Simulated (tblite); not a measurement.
## Run report: C$_{5}$H$_{8}$F$_{2}$GeS, geometry relaxation (part 1 of 2)

- system: C$_{5}$H$_{8}$F$_{2}$GeS
- method: GFN2-xTB geometry optimisation, gas phase (tblite 0.8.0)

It belongs to a series of runs on one base structure; here: H on C replaced by CHF2.

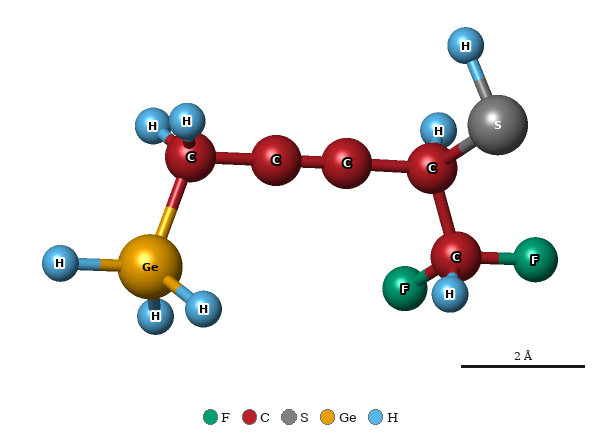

*The input geometry (ball-and-stick view, seen at a tilt). Sticks mark near contacts.*

Bond lengths as drawn: C–C 1.21 to 1.53 Å, C–F 1.37 to 1.38 Å, C–Ge 1.94 Å, C–H 1.10 to 1.12 Å, C–S 1.83 Å, Ge–H 1.54 to 1.56 Å and H–S 1.41 Å.

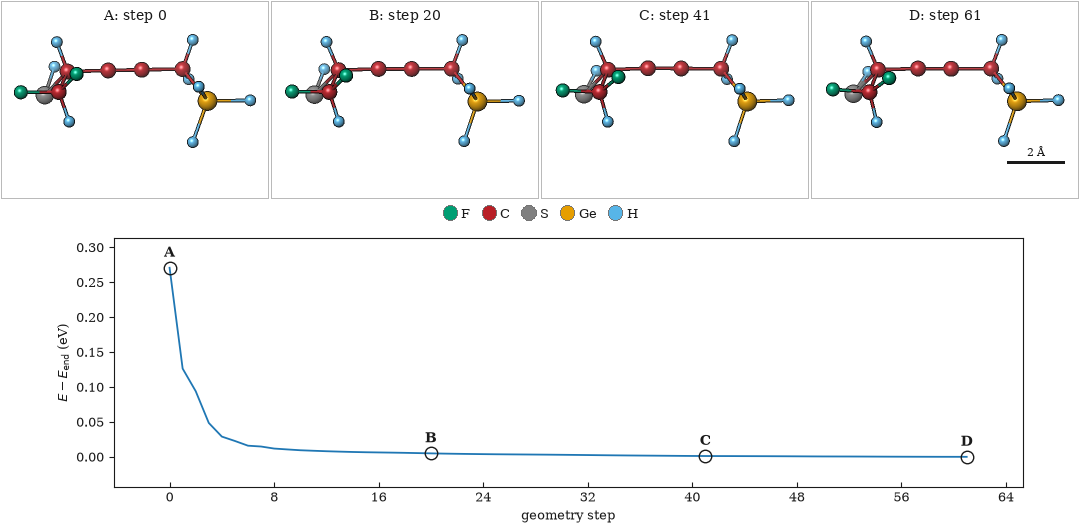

*Frames of the relaxation (ball-and-stick view, seen at an oblique angle) above the curves, on which the letters mark them (steps are counted from 0).*

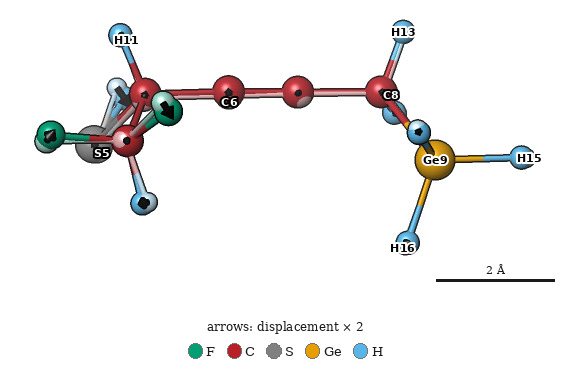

*Start (faint) and end (solid) with the displacements as black arrows, magnified 2 times (ball-and-stick view, seen at an oblique angle). The two geometries are laid on each other by the best rigid fit.*

After 61 geometry steps the energy has fallen by 0.271 eV. Largest force component: 1.3 eV/Å at the start, 0.007 eV/Å at the end. The largest move after the best rigid fit is that of H12, 0.23 Å. Largest moves by element: H 0.23 Å, F 0.18 Å, C 0.07 Å, S 0.07 Å, Ge 0.03 Å. Among the contacts that change: S5–H12 1.408 → 1.332 Å, Ge9–H16 1.562 → 1.493 Å, Ge9–H17 1.549 → 1.490 Å, C8–Ge9 1.937 → 1.987 Å. Among the angles that change: F1–C2–F3 109.6° → 106.0°, C2–C4–S5 110.5° → 107.0°, C6–C4–H11 108.6° → 111.6°. (Atoms are counted from 1 in the order of the input.)

The input and output of the run follow.

## Input
```
{"job": {"kind": "relax", "xc": "GFN2-xTB", "basis": "xTB"}, "charge": 0, "multiplicity": 1}
F     -3.183000     1.054900    -2.064900
C     -1.960500     0.922700    -1.467800
F     -0.963800     1.004300    -2.425700
C     -1.873800    -0.427100    -0.757900
S     -3.168600    -0.557500     0.533800
C     -0.563500    -0.601900    -0.119400
C      0.522700    -0.731500     0.397700
C      1.839800    -0.887200     1.033800
Ge     2.806800     0.788800     0.936800
H     -1.822200     1.744600    -0.724400
H     -2.023700    -1.249900    -1.492900
H     -2.892500    -1.913300     0.796500
H      2.402200    -1.676600     0.507100
H      1.706900    -1.184800     2.089000
H      4.188600     0.633000     1.602100
H      1.995800     1.890200     1.692100
H      2.981800     1.203400    -0.545700
```

The first line tells a small driver script what to run in tblite; the rest is the geometry in Å.

Launch command:
```bash
OMP_NUM_THREADS=1 python <driver script> task.json out
```

## What the program printed
```
step      E/eV     max force
  0    -798.19442    1.311
  1    -798.33883    0.785
  2    -798.37121    3.151
  3    -798.41666    1.652
  4    -798.43622    0.225
  5    -798.44249    0.214
  6    -798.44924    0.132
  7    -798.45042    0.101
  8    -798.45334    0.139
  9    -798.45458    0.129
 10    -798.45576    0.067
 11    -798.45649    0.062
 12    -798.45717    0.071
 13    -798.45773    0.068
 14    -798.45823    0.056
 15    -798.45862    0.054
 16    -798.45890    0.048
 17    -798.45916    0.048
 18    -798.45947    0.042
 19    -798.45984    0.052
 20    -798.46023    0.055
 21    -798.46058    0.049
 22    -798.46086    0.043
 23    -798.46111    0.046
 24    -798.46133    0.042
 25    -798.46152    0.039
 26    -798.46167    0.027
 27    -798.46181    0.030
 28    -798.46195    0.035
 29    -798.46210    0.041
 30    -798.46227    0.046
 31    -798.46245    0.055
 32    -798.46265    0.058
 33    -798.46286    0.039
 34    -798.46305    0.032
 35    -798.46322    0.031
 36    -798.46337    0.044
 37    -798.46351    0.044
 38    -798.46366    0.031
 39    -798.46381    0.033
 40    -798.46395    0.025
 41    -798.46403    0.028
 42    -798.46409    0.018
 43    -798.46413    0.017
 44    -798.46419    0.019
 45    -798.46424    0.027
 46    -798.46431    0.029
 47    -798.46438    0.026
 48    -798.46447    0.034
 49    -798.46457    0.036
 50    -798.46465    0.022
 51    -798.46469    0.017
 52    -798.46473    0.018
 53    -798.46479    0.027
 54    -798.46487    0.034
 55    -798.46495    0.027
 56    -798.46501    0.017
 57    -798.46506    0.016
 58    -798.46511    0.024
 59    -798.46515    0.020
 60    -798.46517    0.011
 61    -798.46519    0.010
```

## Trajectory as extended XYZ (Å, eV, eV/Å), 28 of the 62 frames kept, from step=0 to step=61
```
17
Properties=species:S:1:pos:R:3:forces:R:3 step=0 energy=-798.19442
F    -3.1830    1.0549   -2.0649    0.9000   0.0970   0.0100
C    -1.9605    0.9227   -1.4678    0.1190  -0.0030   0.2030
F    -0.9638    1.0043   -2.4257   -1.0570   0.0700   0.6200
C    -1.8738   -0.4271   -0.7579    0.9850  -0.7470  -0.1970
S    -3.1686   -0.5575    0.5338   -0.0300  -1.1890   0.3120
C    -0.5635   -0.6019   -0.1194    0.5610   0.0970   0.0200
C     0.5227   -0.7315    0.3977   -0.1850  -0.1040   0.0280
C     1.8398   -0.8872    1.0338   -1.0480  -0.6540  -0.2570
Ge    2.8068    0.7888    0.9368    0.4270   1.2360  -0.0920
H    -1.8222    1.7446   -0.7244   -0.0630  -0.1510  -0.5860
H    -2.0237   -1.2499   -1.4929   -0.0570   0.4470   0.2680
H    -2.8925   -1.9133    0.7965   -0.2720   1.2670  -0.1930
H     2.4022   -1.6766    0.5071   -0.2360   0.1620   0.2070
H     1.7069   -1.1848    2.0890   -0.0130  -0.0010  -0.3910
H     4.1886    0.6330    1.6021   -0.4740   0.1070  -0.2470
H     1.9958    1.8902    1.6921    0.4880  -0.5180  -0.4230
H     2.9818    1.2034   -0.5457   -0.0450  -0.1150   0.7180
17
Properties=species:S:1:pos:R:3:forces:R:3 step=2 energy=-798.37121
F    -3.1471    1.0590   -2.0664    0.0120  -0.0360  -0.0920
C    -1.9557    0.9141   -1.4525   -0.0620  -0.3160   0.4000
F    -1.0053    1.0086   -2.4040    0.0710   0.0740  -0.2010
C    -1.8340   -0.4505   -0.7582   -0.4700   0.1600   0.0510
S    -3.1683   -0.6026    0.5430   -0.1070   0.5300  -0.2080
C    -0.5602   -0.5958   -0.1310    2.8740  -0.3620   1.1720
C     0.5334   -0.7404    0.4085   -2.8550   0.2100  -1.3160
C     1.8026   -0.9032    1.0226    0.7550   0.3270   0.2310
Ge    2.8196    0.8321    0.9335   -0.1440  -0.2920   0.0250
H    -1.8246    1.7411   -0.7469    0.0080   0.1730   0.0820
H    -2.0259   -1.2360   -1.4862   -0.0080  -0.1260  -0.1720
H    -2.9032   -1.8638    0.7893    0.0920  -0.4040   0.1050
H     2.3913   -1.6716    0.5147   -0.1020  -0.0430  -0.0140
H     1.7045   -1.1860    2.0736   -0.1030  -0.0550  -0.0270
H     4.1674    0.6387    1.5908   -0.1790   0.1070  -0.1110
H     2.0182    1.8686    1.6731    0.1850  -0.0270  -0.1300
H     2.9804    1.1997   -0.5139    0.0320   0.0810   0.2050
17
Properties=species:S:1:pos:R:3:forces:R:3 step=5 energy=-798.44249
F    -3.1440    1.0569   -2.0681    0.0440  -0.0670   0.0060
C    -1.9559    0.9075   -1.4429    0.0230  -0.0130   0.0660
F    -1.0067    1.0104   -2.4067   -0.0360   0.0080   0.0190
C    -1.8390   -0.4510   -0.7531   -0.0210  -0.0320   0.0450
S    -3.1701   -0.5912    0.5370   -0.0120   0.0440  -0.0590
C    -0.5441   -0.5973   -0.1318    0.2060  -0.0360  -0.0450
C     0.5216   -0.7445    0.4059   -0.1170  -0.0670  -0.0130
C     1.8127   -0.8930    1.0240    0.0740   0.0820   0.0110
Ge    2.8154    0.8245    0.9340   -0.0570  -0.1070   0.0020
H    -1.8246    1.7458   -0.7452   -0.0030   0.0530   0.0420
H    -2.0251   -1.2377   -1.4896    0.0200  -0.0160  -0.0380
H    -2.9018   -1.8708    0.7920   -0.0170   0.0260   0.0380
H     2.3866   -1.6723    0.5145   -0.0790  -0.0030  -0.0040
H     1.7004   -1.1877    2.0712   -0.0700  -0.0190  -0.0450
H     4.1602    0.6428    1.5864   -0.1160   0.0750  -0.0730
H     2.0257    1.8670    1.6678    0.1340  -0.0010  -0.0900
H     2.9815    1.2026   -0.5054    0.0280   0.0730   0.1400
17
Properties=species:S:1:pos:R:3:forces:R:3 step=7 energy=-798.45042
F    -3.1380    1.0520   -2.0678   -0.0500  -0.0650   0.0410
C    -1.9542    0.9050   -1.4355    0.0080   0.0440  -0.0250
F    -1.0120    1.0116   -2.4043    0.0660  -0.0080   0.0220
C    -1.8374   -0.4554   -0.7493    0.0290   0.0230  -0.0540
S    -3.1714   -0.5884    0.5323   -0.0020  -0.0060  -0.0080
C    -0.5358   -0.5986   -0.1404    0.0400  -0.0480  -0.0250
C     0.5213   -0.7516    0.4097   -0.0500  -0.0030  -0.0230
C     1.8153   -0.8875    1.0237   -0.0440  -0.0900   0.0120
Ge    2.8119    0.8191    0.9340   -0.0210  -0.0340  -0.0060
H    -1.8250    1.7500   -0.7435   -0.0080  -0.0080   0.0530
H    -2.0236   -1.2378   -1.4921    0.0180  -0.0030  -0.0110
H    -2.9033   -1.8674    0.7950   -0.0280   0.0410   0.0410
H     2.3795   -1.6723    0.5147   -0.0060  -0.0200  -0.0220
H     1.6946   -1.1894    2.0666   -0.0290  -0.0070   0.0220
H     4.1496    0.6491    1.5799    0.0090   0.0310  -0.0040
H     2.0379    1.8656    1.6594    0.0370   0.0750  -0.0110
H     2.9837    1.2082   -0.4922    0.0300   0.0780  -0.0020
17
Properties=species:S:1:pos:R:3:forces:R:3 step=9 energy=-798.45458
F    -3.1404    1.0419   -2.0630    0.0200   0.0020   0.0220
C    -1.9524    0.9082   -1.4343   -0.0020  -0.0530   0.0140
F    -1.0071    1.0118   -2.4007    0.0050   0.0480   0.0230
C    -1.8339   -0.4552   -0.7527    0.0140  -0.0130  -0.0180
S    -3.1719   -0.5863    0.5283    0.0240   0.0380  -0.0240
C    -0.5308   -0.6044   -0.1499   -0.1210  -0.0110  -0.0430
C     0.5191   -0.7565    0.4109    0.0590  -0.0150   0.0170
C     1.8120   -0.8939    1.0248   -0.0560  -0.0420  -0.0110
Ge    2.8071    0.8117    0.9333    0.0040   0.0750  -0.0080
H    -1.8262    1.7513   -0.7365   -0.0200  -0.0440  -0.0230
H    -2.0207   -1.2383   -1.4950    0.0000   0.0240  -0.0190
H    -2.9072   -1.8618    0.8016   -0.0090   0.0030   0.0360
H     2.3751   -1.6751    0.5121    0.0210  -0.0580  -0.0090
H     1.6880   -1.1915    2.0672   -0.0070  -0.0340   0.0500
H     4.1452    0.6560    1.5760    0.0470  -0.0050   0.0210
H     2.0486    1.8737    1.6537    0.0070   0.0440   0.0020
H     2.9884    1.2204   -0.4857    0.0140   0.0410  -0.0290
17
Properties=species:S:1:pos:R:3:forces:R:3 step=11 energy=-798.45649
F    -3.1412    1.0367   -2.0590    0.0290   0.0250  -0.0170
C    -1.9514    0.9072   -1.4335    0.0040  -0.0360   0.0120
F    -1.0035    1.0151   -2.3973   -0.0260   0.0560   0.0090
C    -1.8319   -0.4557   -0.7563   -0.0330  -0.0440   0.0100
S    -3.1706   -0.5832    0.5249    0.0120   0.0270  -0.0100
C    -0.5315   -0.6090   -0.1550    0.0070  -0.0180   0.0320
C     0.5171   -0.7594    0.4101   -0.0100  -0.0230  -0.0160
C     1.8076   -0.9006    1.0253    0.0340   0.0250   0.0060
Ge    2.8051    0.8122    0.9325    0.0170   0.0260   0.0000
H    -1.8282    1.7487   -0.7339   -0.0170  -0.0320  -0.0170
H    -2.0193   -1.2373   -1.4982   -0.0190  -0.0010  -0.0480
H    -2.9100   -1.8582    0.8075   -0.0010   0.0150   0.0230
H     2.3742   -1.6802    0.5104   -0.0110  -0.0220   0.0300
H     1.6842   -1.1947    2.0705    0.0020  -0.0280  -0.0130
H     4.1464    0.6591    1.5756    0.0130  -0.0110   0.0080
H     2.0542    1.8816    1.6513   -0.0050   0.0250   0.0060
H     2.9919    1.2297   -0.4849    0.0040   0.0150  -0.0160
17
Properties=species:S:1:pos:R:3:forces:R:3 step=14 energy=-798.45823
F    -3.1386    1.0356   -2.0588   -0.0180   0.0010  -0.0340
C    -1.9505    0.9026   -1.4316   -0.0090   0.0320  -0.0190
F    -1.0037    1.0248   -2.3935    0.0140   0.0050  -0.0080
C    -1.8329   -0.4619   -0.7587    0.0190  -0.0060  -0.0290
S    -3.1688   -0.5779    0.5217   -0.0230  -0.0110   0.0180
C    -0.5327   -0.6156   -0.1557    0.0170  -0.0330   0.0180
C     0.5166   -0.7651    0.4084    0.0080  -0.0070  -0.0050
C     1.8076   -0.9027    1.0260    0.0150   0.0230  -0.0040
Ge    2.8058    0.8160    0.9319    0.0050  -0.0190   0.0040
H    -1.8321    1.7427   -0.7325   -0.0070  -0.0020   0.0560
H    -2.0211   -1.2372   -1.5072   -0.0190  -0.0260  -0.0180
H    -2.9126   -1.8522    0.8156   -0.0010   0.0300   0.0170
H     2.3721   -1.6867    0.5134    0.0010   0.0220   0.0280
H     1.6816   -1.2007    2.0708    0.0120   0.0120  -0.0310
H     4.1486    0.6602    1.5760   -0.0110  -0.0070  -0.0040
H     2.0584    1.8909    1.6500    0.0000  -0.0060   0.0000
H     2.9951    1.2391   -0.4857   -0.0030  -0.0070   0.0090
17
Properties=species:S:1:pos:R:3:forces:R:3 step=16 energy=-798.45890
F    -3.1382    1.0354   -2.0612    0.0020  -0.0030  -0.0130
C    -1.9507    0.9024   -1.4319   -0.0030   0.0090  -0.0040
F    -1.0032    1.0297   -2.3924    0.0130   0.0010   0.0040
C    -1.8324   -0.4652   -0.7615    0.0130   0.0150  -0.0220
S    -3.1695   -0.5759    0.5212   -0.0070   0.0070  -0.0150
C    -0.5327   -0.6206   -0.1551   -0.0310  -0.0230  -0.0280
C     0.5176   -0.7682    0.4077    0.0110   0.0100  -0.0040
C     1.8089   -0.9014    1.0259   -0.0210   0.0000  -0.0120
Ge    2.8065    0.8164    0.9319   -0.0050   0.0090   0.0010
H    -1.8343    1.7398   -0.7281   -0.0120  -0.0140   0.0350
H    -2.0232   -1.2390   -1.5124   -0.0070  -0.0070   0.0190
H    -2.9137   -1.8478    0.8204    0.0040   0.0040   0.0210
H     2.3713   -1.6879    0.5168    0.0320   0.0150  -0.0010
H     1.6814   -1.2024    2.0687    0.0110   0.0260   0.0100
H     4.1487    0.6601    1.5759   -0.0040  -0.0090   0.0000
H     2.0603    1.8943    1.6494    0.0060  -0.0250  -0.0050
H     2.9962    1.2424   -0.4853   -0.0040  -0.0160   0.0150
17
Properties=species:S:1:pos:R:3:forces:R:3 step=18 energy=-798.45947
F    -3.1379    1.0350   -2.0642    0.0290   0.0040   0.0050
C    -1.9510    0.9033   -1.4327    0.0100  -0.0240   0.0150
F    -1.0014    1.0337   -2.3912   -0.0010   0.0170   0.0210
C    -1.8315   -0.4666   -0.7654   -0.0270   0.0000   0.0140
S    -3.1707   -0.5741    0.5196    0.0110   0.0140  -0.0380
C    -0.5337   -0.6266   -0.1561   -0.0120  -0.0030  -0.0360
C     0.5179   -0.7696    0.4059   -0.0150   0.0130  -0.0180
C     1.8088   -0.9005    1.0251   -0.0130  -0.0080  -0.0050
Ge    2.8067    0.8168    0.9320   -0.0040   0.0050   0.0000
H    -1.8371    1.7363   -0.7217   -0.0160  -0.0230  -0.0110
H    -2.0256   -1.2411   -1.5151   -0.0010   0.0080   0.0210
H    -2.9142   -1.8438    0.8259    0.0090  -0.0010   0.0180
H     2.3732   -1.6874    0.5194    0.0320   0.0130  -0.0180
H     1.6822   -1.2014    2.0678    0.0010   0.0300   0.0240
H     4.1485    0.6592    1.5758   -0.0010  -0.0100   0.0020
H     2.0620    1.8951    1.6488    0.0000  -0.0180   0.0030
H     2.9967    1.2438   -0.4840   -0.0020  -0.0140   0.0020
17
Properties=species:S:1:pos:R:3:forces:R:3 step=20 energy=-798.46023
F    -3.1353    1.0349   -2.0683    0.0240   0.0070   0.0110
C    -1.9506    0.9027   -1.4327    0.0120  -0.0310   0.0180
F    -0.9989    1.0409   -2.3875    0.0060   0.0210   0.0330
C    -1.8321   -0.4691   -0.7701   -0.0350  -0.0270   0.0330
S    -3.1717   -0.5706    0.5147   -0.0010  -0.0030  -0.0160
C    -0.5357   -0.6356   -0.1603    0.0380   0.0190  -0.0160
C     0.5172   -0.7708    0.4020   -0.0220  -0.0010  -0.0180
C     1.8076   -0.8998    1.0236    0.0100  -0.0020   0.0050
Ge    2.8068    0.8177    0.9322   -0.0020  -0.0250  -0.0010
H    -1.8424    1.7294   -0.7132   -0.0100  -0.0100  -0.0350
H    -2.0293   -1.2437   -1.5176   -0.0060   0.0010  -0.0050
H    -2.9142   -1.8375    0.8354    0.0120   0.0170   0.0060
H     2.3785   -1.6854    0.5220    0.0030   0.0190  -0.0200
H     1.6834   -1.1975    2.0680   -0.0180   0.0270   0.0040
H     4.1480    0.6569    1.5759   -0.0010  -0.0100   0.0030
H     2.0643    1.8950    1.6484   -0.0150   0.0050   0.0200
H     2.9974    1.2445   -0.4822    0.0030  -0.0060  -0.0210
17
Properties=species:S:1:pos:R:3:forces:R:3 step=23 energy=-798.46111
F    -3.1300    1.0354   -2.0721   -0.0140  -0.0110  -0.0040
C    -1.9494    0.8989   -1.4307   -0.0070   0.0100  -0.0020
F    -0.9945    1.0509   -2.3792    0.0360  -0.0140   0.0250
C    -1.8346   -0.4750   -0.7725    0.0250  -0.0050  -0.0170
S    -3.1739   -0.5672    0.5083   -0.0230  -0.0090   0.0230
C    -0.5355   -0.6432   -0.1676    0.0040   0.0160   0.0010
C     0.5168   -0.7731    0.3969    0.0200  -0.0140   0.0070
C     1.8067   -0.8986    1.0218    0.0010   0.0110  -0.0040
Ge    2.8066    0.8169    0.9320   -0.0020   0.0130  -0.0070
H    -1.8494    1.7211   -0.7070    0.0040   0.0170   0.0090
H    -2.0344   -1.2470   -1.5215   -0.0070  -0.0150  -0.0150
H    -2.9126   -1.8283    0.8470    0.0140   0.0070   0.0060
H     2.3841   -1.6811    0.5226   -0.0200   0.0030  -0.0080
H     1.6822   -1.1902    2.0682   -0.0250   0.0040  -0.0140
H     4.1473    0.6531    1.5762   -0.0020  -0.0100   0.0020
H     2.0654    1.8950    1.6501   -0.0080  -0.0010   0.0120
H     2.9985    1.2445   -0.4824    0.0040  -0.0040  -0.0150
17
Properties=species:S:1:pos:R:3:forces:R:3 step=25 energy=-798.46152
F    -3.1282    1.0347   -2.0740    0.0030  -0.0150  -0.0110
C    -1.9491    0.8975   -1.4297   -0.0010   0.0130   0.0010
F    -0.9896    1.0546   -2.3728    0.0200  -0.0190   0.0150
C    -1.8346   -0.4784   -0.7744    0.0090   0.0170  -0.0160
S    -3.1766   -0.5663    0.5068    0.0080   0.0000  -0.0010
C    -0.5343   -0.6451   -0.1709   -0.0270   0.0030   0.0030
C     0.5174   -0.7752    0.3946    0.0050  -0.0010  -0.0020
C     1.8066   -0.8973    1.0208   -0.0080   0.0110  -0.0090
Ge    2.8063    0.8171    0.9313    0.0030   0.0380  -0.0070
H    -1.8524    1.7186   -0.7040    0.0010   0.0090   0.0160
H    -2.0373   -1.2496   -1.5244    0.0050   0.0010   0.0060
H    -2.9106   -1.8234    0.8529    0.0140  -0.0130   0.0150
H     2.3850   -1.6786    0.5219   -0.0130  -0.0120   0.0000
H     1.6793   -1.1862    2.0672   -0.0150  -0.0110  -0.0070
H     4.1467    0.6504    1.5766   -0.0070  -0.0070  -0.0020
H     2.0651    1.8950    1.6521    0.0020  -0.0110   0.0000
H     2.9994    1.2442   -0.4839    0.0020  -0.0030   0.0000
```
